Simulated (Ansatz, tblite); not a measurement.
**BEt2(OiPr) (C₇H₁₇BO): rung by rung**

Aim: run the singlet of BEt2(OiPr) (C₇H₁₇BO) at one geometry on many levels, and compare frontier levels, spin and run time.

Method: as each input shows; program: Ansatz 0.2.0, Gaussian basis.

Plan: GFN1-xTB, GFN2-xTB, PBE-D4/def2-TZVP, r2SCAN-D4/def2-TZVP, BLYP-D4/def2-TZVP, HF/def2-TZVP, PBE-D4/def2-SVP, PBE0-D4/def2-SVP, MP2/def2-TZVP.

2 further runs of the same task are left out: 2 set aside as unsound or not needed. Runs told in other sessions of the task aren't counted.

### Step 1. The geometry

The singlet was relaxed beforehand with PBE-D4/def2-SVP.

26 atoms, charge 0, spin multiplicity 1.

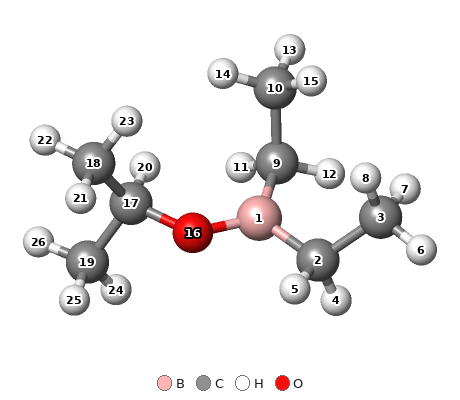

The structure; boron pink, carbon grey, hydrogen white, oxygen red; atoms are numbered from 1 in the order of the file.

PBE0-D4/def2-TZVP was run before; its log isn't repeated, and its numbers join the tables.

### Step 2. GFN1-xTB

Tight binding, by tblite at 300 K electronic temperature and without a spin-polarisation term:

```python
tblite.interface.Calculator('GFN1-xTB', numbers, positions, charge=0, uhf=0).singlepoint()
```

Energy -820.8117 eV, HOMO -11.50 eV, LUMO -5.82 eV; 0.017 s.

### Step 3. GFN2-xTB

Tight binding, by tblite at 300 K electronic temperature and without a spin-polarisation term:

```python
tblite.interface.Calculator('GFN2-xTB', numbers, positions, charge=0, uhf=0).singlepoint()
```

Energy -788.8404 eV, HOMO -10.26 eV, LUMO -4.97 eV; 0.011 s.

### Step 4. PBE-D4/def2-TZVP

start.molden holds the orbitals of an earlier run on this state, given as this run's starting guess.

in.yaml

```yaml
crystal:
  periodic: [false, false, false]
  atoms:
    - {symbol: B, position_ang: [0.725955, 0.373375, 0.047418]}
    - {symbol: C, position_ang: [2.171199, 0.403287, 0.705236]}
    - {symbol: C, position_ang: [2.254746, 1.042681, 2.100941]}
    - {symbol: H, position_ang: [2.811131, 0.992346, 0.002148]}
    - {symbol: H, position_ang: [2.605080, -0.619925, 0.712209]}
    - {symbol: H, position_ang: [3.298548, 1.102139, 2.473382]}
    - {symbol: H, position_ang: [1.849063, 2.076738, 2.108867]}
    - {symbol: H, position_ang: [1.676042, 0.462799, 2.851401]}
    - {symbol: C, position_ang: [-0.245066, 1.638138, 0.082959]}
    - {symbol: C, position_ang: [-1.303851, 1.525562, 1.199464]}
    - {symbol: H, position_ang: [-0.755906, 1.781078, -0.895515]}
    - {symbol: H, position_ang: [0.355857, 2.558650, 0.245782]}
    - {symbol: H, position_ang: [-1.952678, 2.424662, 1.252733]}
    - {symbol: H, position_ang: [-1.970115, 0.650237, 1.050737]}
    - {symbol: H, position_ang: [-0.831761, 1.403422, 2.196245]}
    - {symbol: O, position_ang: [0.376714, -0.812119, -0.542316]}
    - {symbol: C, position_ang: [-0.854172, -1.082555, -1.229289]}
    - {symbol: C, position_ang: [-1.584491, -2.193967, -0.479628]}
    - {symbol: C, position_ang: [-0.522783, -1.456918, -2.671436]}
    - {symbol: H, position_ang: [-1.490062, -0.169187, -1.231608]}
    - {symbol: H, position_ang: [-0.957098, -3.107568, -0.438203]}
    - {symbol: H, position_ang: [-2.539447, -2.446249, -0.982783]}
    - {symbol: H, position_ang: [-1.810838, -1.884924, 0.560391]}
    - {symbol: H, position_ang: [-0.000916, -0.624522, -3.184195]}
    - {symbol: H, position_ang: [0.140406, -2.345586, -2.695893]}
    - {symbol: H, position_ang: [-1.445537, -1.691585, -3.239038]}
basis:
  gaussian: {orbitals: def2-TZVP, initial_orbitals: start.molden}
hamiltonian: {xc: pbe, dispersion: d4}
scf: {omitted_lower_state_checks: [starts]}
output: {orbitals: {seedname: orbitals}}
```

On the command line:

```sh
$ ansatz run in.yaml --threads 4 --pin off --events-out ev --progress --plain --max-ram 6963MiB
```

Standard output:

```text
Functional definition: PBE
  name "PBE"
  cite "Perdew, Burke & Ernzerhof, Phys. Rev. Lett. 77, 3865 (1996) doi:10.1103/PhysRevLett.77.3865"
  parent pbe
  parameter kappa = 0.804
  parameter beta = 0.06672455060314922
  exchange = pbe_x(kappa = kappa, mu = beta*pi^2/3)
  correlation = pbe_c(beta = beta)
these checks for a lower state are left out or cut short: starts
2328 factors; their error is unknown
mean field evaluation 1: about -10251.2191 eV, gradient 1.2e1 eV
mean field evaluation 2: about -10251.3957 eV, gradient 1.7e-1 eV
mean field evaluation 4: about -10251.3116 eV, gradient 1.1e-3 eV
mean field -10251.31162016 eV, -376.7287534524 hartree, gradient 1.1e-5 eV, S^2 0.000000; 0 other end points of the search recorded, 0 dependent functions left out
reference -10251.31168456 eV, -376.7287558190 hartree; 36, 36 occupied and 345, 345 virtual orbitals, 2328 factors
Total energy: -10251.89532266 eV, -376.7502041236 hartree
Checks for a lower state left out: starts
```

Run time: 7.5 s. Hardware: 4 threads of Arm Neoverse V1, shared host; peak memory 0.74 GiB.

Report: HOMO -6.16 eV, LUMO -0.61 eV.

### Step 5. r2SCAN-D4/def2-TZVP

in.yaml, as its differences from that of step 4:

```diff
@@ -31,3 +31,3 @@
   gaussian: {orbitals: def2-TZVP, initial_orbitals: start.molden}
-hamiltonian: {xc: pbe, dispersion: d4}
+hamiltonian: {xc: r2scan, dispersion: d4}
 scf: {omitted_lower_state_checks: [starts]}
```

Launched as before.

Standard output:

```text
Functional definition: r2SCAN
  name "r2SCAN"
  cite "Furness, Kaplan, Ning, Perdew & Sun, J. Phys. Chem. Lett. 11, 8208 (2020) doi:10.1021/acs.jpclett.0c02405"
  cite "Furness, Kaplan, Ning, Perdew & Sun, J. Phys. Chem. Lett. 11, 9248 (2020) doi:10.1021/acs.jpclett.0c03077"
  parent r2scan
  parameter k0 = 0.174
  parameter k1 = 0.065
  parameter a1 = 4.9479
  exchange = r2scan_x(k0 = k0, k1 = k1, a1 = a1)
  correlation = r2scan_c
these checks for a lower state are left out or cut short: starts
2328 factors; their error is unknown
mean field evaluation 1: about -10259.2779 eV, gradient 6.3e0 eV
mean field evaluation 2: about -10259.3425 eV, gradient 6.2e-2 eV
mean field evaluation 4: about -10259.2686 eV, gradient 8.3e-4 eV
mean field -10259.26857424 eV, -377.0211661214 hartree, gradient 2.1e-5 eV, S^2 0.000000; 0 other end points of the search recorded, 0 dependent functions left out
reference -10259.26859202 eV, -377.0211667745 hartree; 36, 36 occupied and 345, 345 virtual orbitals, 2328 factors
Total energy: -10259.43951460 eV, -377.0274480637 hartree
Checks for a lower state left out: starts
```

It took 14 s on 4 threads of Arm Neoverse V1, shared host; peak memory 0.79 GiB.

From the report: HOMO -6.42 eV, LUMO -0.23 eV.

### Step 6. BLYP-D4/def2-TZVP

in.yaml, as its differences from that of step 5:

```diff
@@ -31,3 +31,3 @@
   gaussian: {orbitals: def2-TZVP, initial_orbitals: start.molden}
-hamiltonian: {xc: r2scan, dispersion: d4}
+hamiltonian: {xc: {name: BLYP}, dispersion: d4}
 scf: {omitted_lower_state_checks: [starts]}
```

Launched as before.

Standard output:

```text
Functional definition: BLYP
  name "BLYP"
  cite "Becke, Phys. Rev. A 38, 3098 (1988) doi:10.1103/PhysRevA.38.3098"
  cite "Lee, Yang & Parr, Phys. Rev. B 37, 785 (1988) doi:10.1103/PhysRevB.37.785"
  parameter beta = 0.0042
  parameter a = 0.04918
  parameter b = 0.132
  parameter c = 0.2533
  parameter d = 0.349
  exchange = b88_x(beta = beta)
  correlation = lyp_c(a = a, b = b, c = c, d = d)
these checks for a lower state are left out or cut short: starts
2328 factors; their error is unknown
mean field evaluation 1: about -10259.6741 eV, gradient 1.9e1 eV
mean field evaluation 2: about -10260.1376 eV, gradient 3.8e-1 eV
mean field evaluation 4: about -10260.0455 eV, gradient 1.4e-3 eV
mean field -10260.04550078 eV, -377.0497176451 hartree, gradient 1.1e-5 eV, S^2 0.000000; 0 other end points of the search recorded, 0 dependent functions left out
reference -10260.04605751 eV, -377.0497381044 hartree; 36, 36 occupied and 345, 345 virtual orbitals, 2328 factors
Total energy: -10261.29850770 eV, -377.0957648001 hartree
Checks for a lower state left out: starts
```

It took 8 s on 4 threads of Arm Neoverse V1, shared host; peak memory 0.74 GiB.

From the report: HOMO -6.08 eV, LUMO -0.49 eV.

### Step 7. HF/def2-TZVP

in.yaml, as its differences from that of step 6:

```diff
@@ -31,3 +31,3 @@
   gaussian: {orbitals: def2-TZVP, initial_orbitals: start.molden}
-hamiltonian: {xc: {name: BLYP}, dispersion: d4}
+hamiltonian: {xc: hf}
 scf: {omitted_lower_state_checks: [starts]}
```

Same command.

Standard output:

```text
Functional definition: HF
  name "HF"
  cite "Fock, Z. Phys. 61, 126 (1930) doi:10.1007/BF01340294"
  parent pbe
  exchange = exact_x
  correlation = 0
these checks for a lower state are left out or cut short: starts
2786 factors; their error is unknown
mean field evaluation 1: about -10195.1836 eV, gradient 3.3e1 eV
mean field evaluation 2: about -10196.4696 eV, gradient 1.2e0 eV
mean field evaluation 4: about -10196.5621 eV, gradient 7.0e-1 eV
mean field -10196.56275111 eV, -374.7167696247 hartree, gradient 2.0e-5 eV, S^2 0.000000; 0 other end points of the search recorded, 0 dependent functions left out
reference -10196.56275111 eV, -374.7167696247 hartree; 36, 36 occupied and 345, 345 virtual orbitals, 2786 factors
Total energy: -10196.56275111 eV, -374.7167696247 hartree
Checks for a lower state left out: starts
```

It took 9 s on 4 threads of Arm Neoverse V1, shared host; peak memory 1.7 GiB.

Report: HOMO -10.88 eV, LUMO 3.31 eV.

### Step 8. PBE-D4/def2-SVP

in.yaml, as its differences from that of step 7:

```diff
@@ -30,4 +30,4 @@
 basis:
-  gaussian: {orbitals: def2-TZVP, initial_orbitals: start.molden}
-hamiltonian: {xc: hf}
+  gaussian: {orbitals: def2-SVP, initial_orbitals: start.molden}
+hamiltonian: {xc: pbe, dispersion: d4}
 scf: {omitted_lower_state_checks: [starts]}
```

The command is unchanged.

Standard output:

```text
Functional definition: PBE
  name "PBE"
  cite "Perdew, Burke & Ernzerhof, Phys. Rev. Lett. 77, 3865 (1996) doi:10.1103/PhysRevLett.77.3865"
  parent pbe
  parameter kappa = 0.804
  parameter beta = 0.06672455060314922
  exchange = pbe_x(kappa = kappa, mu = beta*pi^2/3)
  correlation = pbe_c(beta = beta)
these checks for a lower state are left out or cut short: starts
2389 factors; their error is unknown
mean field evaluation 1: about -10239.9306 eV, gradient 1.1e1 eV
mean field evaluation 2: about -10240.2348 eV, gradient 2.1e-1 eV
mean field evaluation 4: about -10240.1351 eV, gradient 4.5e-4 eV
mean field -10240.13507054 eV, -376.3180228295 hartree, gradient 1.4e-5 eV, S^2 0.000000; 0 other end points of the search recorded, 0 dependent functions left out
reference -10240.13511639 eV, -376.3180245144 hartree; 36, 36 occupied and 175, 175 virtual orbitals, 2389 factors
Total energy: -10240.71875449 eV, -376.3394728190 hartree
Checks for a lower state left out: starts
```

It took 3.5 s on 4 threads of Arm Neoverse V1, shared host.

HOMO -6.04 eV, LUMO -0.40 eV.

### Step 9. PBE0-D4/def2-SVP

in.yaml, as its differences from that of step 8:

```diff
@@ -31,3 +31,3 @@
   gaussian: {orbitals: def2-SVP, initial_orbitals: start.molden}
-hamiltonian: {xc: pbe, dispersion: d4}
+hamiltonian: {xc: pbe0, dispersion: d4}
 scf: {omitted_lower_state_checks: [starts]}
```

The command is unchanged.

Standard output:

```text
Functional definition: PBE0
  name "PBE0"
  cite "Adamo & Barone, J. Chem. Phys. 110, 6158 (1999) doi:10.1063/1.478522"
  cite "Perdew, Burke & Ernzerhof, Phys. Rev. Lett. 77, 3865 (1996) doi:10.1103/PhysRevLett.77.3865"
  parent pbe
  parameter a = 0.25
  parameter kappa = 0.804
  parameter beta = 0.06672455060314922
  exchange = (1 - a)*pbe_x(kappa = kappa, mu = beta*pi^2/3) + a*exact_x
  correlation = pbe_c(beta = beta)
these checks for a lower state are left out or cut short: starts
2389 factors; their error is unknown
mean field evaluation 1: about -10241.9023 eV, gradient 8.4e0 eV
mean field evaluation 2: about -10242.0867 eV, gradient 1.3e-1 eV
mean field evaluation 4: about -10242.0560 eV, gradient 2.7e-4 eV
mean field -10242.05595606 eV, -376.3886140704 hartree, gradient 2.3e-5 eV, S^2 0.000000; 0 other end points of the search recorded, 0 dependent functions left out
reference -10242.05599273 eV, -376.3886154181 hartree; 36, 36 occupied and 175, 175 virtual orbitals, 2389 factors
Total energy: -10242.55653502 eV, -376.4070100078 hartree
Checks for a lower state left out: starts
```

Wall time 6 s (4 threads of Arm Neoverse V1, shared host); peak memory 0.82 GiB.

Report: HOMO -7.47 eV, LUMO 0.57 eV.

### Step 10. MP2/def2-TZVP

in.yaml, as its differences from that of step 9:

```diff
@@ -30,4 +30,4 @@
 basis:
-  gaussian: {orbitals: def2-SVP, initial_orbitals: start.molden}
-hamiltonian: {xc: pbe0, dispersion: d4}
+  gaussian: {orbitals: def2-TZVP, initial_orbitals: start.molden}
+correlation: {method: mp2}
 scf: {omitted_lower_state_checks: [starts]}
```

The command is unchanged.

Standard output:

```text
Functional definition: HF
  name "HF"
  cite "Fock, Z. Phys. 61, 126 (1930) doi:10.1007/BF01340294"
  parent pbe
  exchange = exact_x
  correlation = 0
these checks for a lower state are left out or cut short: starts
2639 factors; integrals over basis functions are off by at most 1.2e-3 eV
mean field evaluation 1: about -10194.9480 eV, gradient 3.2e1 eV
mean field evaluation 2: about -10196.1987 eV, gradient 1.2e0 eV
mean field evaluation 4: about -10196.5628 eV, gradient 1.3e-2 eV
mean field evaluation 8: about -10196.5628 eV, gradient 2.1e-6 eV
mean field -10196.56281302 eV, -374.7167719001 hartree, gradient 2.3e-6 eV, S^2 0.000000; 0 other end points of the search recorded, 0 dependent functions left out
9 core orbitals not correlated: weight in the atoms' cores, before any rotation towards them, 1.000 or more for the frozen orbitals, at most 0.000 for the correlated occupied ones
reference -10196.56281302 eV, -374.7167719001 hartree; 27, 27 occupied and 345, 345 virtual orbitals, 2639 factors
second order -41.51536188 eV of doubles, -0.00000000 eV of singles
Total energy: -10238.07817490 eV, -376.2424333091 hartree
Checks for a lower state left out: starts
```

It took 18 s on 4 threads of Arm Neoverse V1, shared host; peak memory 1.8 GiB.

Hartree-Fock HOMO -10.88 eV, LUMO 3.31 eV.

### Step 11. Levels side by side

| level | functions | HOMO (eV) | LUMO (eV) | gap (eV) | time |
| --- | --- | --- | --- | --- | --- |
| HF/def2-TZVP | 381 | -10.88 | 3.31 | 14.18 | 9 s |
| PBE-D4/def2-SVP | 211 | -6.04 | -0.40 | 5.64 | 3.5 s |
| PBE-D4/def2-TZVP | 381 | -6.16 | -0.61 | 5.55 | 7.5 s |
| BLYP-D4/def2-TZVP | 381 | -6.08 | -0.49 | 5.59 | 8 s |
| r2SCAN-D4/def2-TZVP | 381 | -6.42 | -0.23 | 6.19 | 14 s |
| PBE0-D4/def2-SVP | 211 | -7.47 | 0.57 | 8.04 | 6 s |
| PBE0-D4/def2-TZVP | 381 | -7.53 | 0.35 | 7.88 | 22 s |

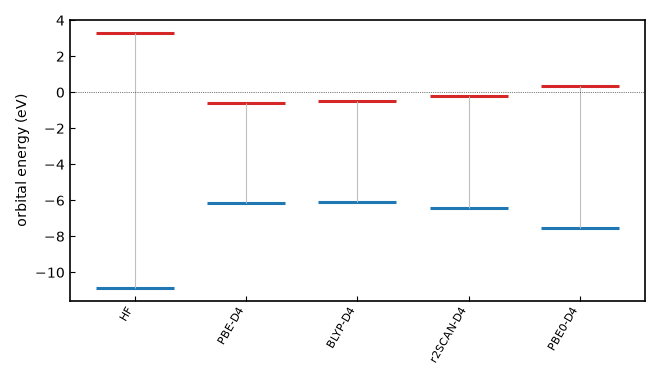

Highest filled (blue) and lowest empty (red) level in def2-TZVP.

Energy pieces by basis (eV):

| basis | HF | MP2 correlation | total |
| --- | --- | --- | --- |
| def2-TZVP | -10196.5628 | -41.5154 | -10238.0782 (MP2) |

### Step 12. Binding energy

Free atoms were run apart at each level; binding is atoms less cluster, divided by the number of atoms, without zero-point or spin-orbit terms.

| level | binding an atom (eV) |
| --- | --- |
| HF/def2-TZVP | 3.166 |
| PBE-D4/def2-SVP | 4.299 |
| PBE-D4/def2-TZVP | 4.255 |
| BLYP-D4/def2-TZVP | 4.160 |
| r2SCAN-D4/def2-TZVP | 4.189 |
| PBE0-D4/def2-SVP | 4.253 |
| PBE0-D4/def2-TZVP | 4.204 |
| MP2/def2-TZVP | 4.084 |

### Step 13. Results

```
                                                                  quantity                               value
gap in def2-TZVP, named functionals and Hartree-Fock, smallest and largest     5.55 eV (PBE-D4), 14.18 eV (HF)
                                         correlation energy, MP2/def2-TZVP                           -41.52 eV
                                 binding an atom, functionals in def2-TZVP  4.16 (BLYP-D4) to 4.25 eV (PBE-D4)
                           PBE0 total energy, smallest basis above largest      10.93 eV (def2-SVP, def2-TZVP)
```

Over the named functionals and Hartree-Fock in def2-TZVP the gap runs from 5.55 eV (PBE-D4) to 14.18 eV (HF); exact exchange widens it.

The slowest run with a step of its own, MP2/def2-TZVP, took 18 s; the quickest functional in def2-TZVP took 7.5 s (shared host).
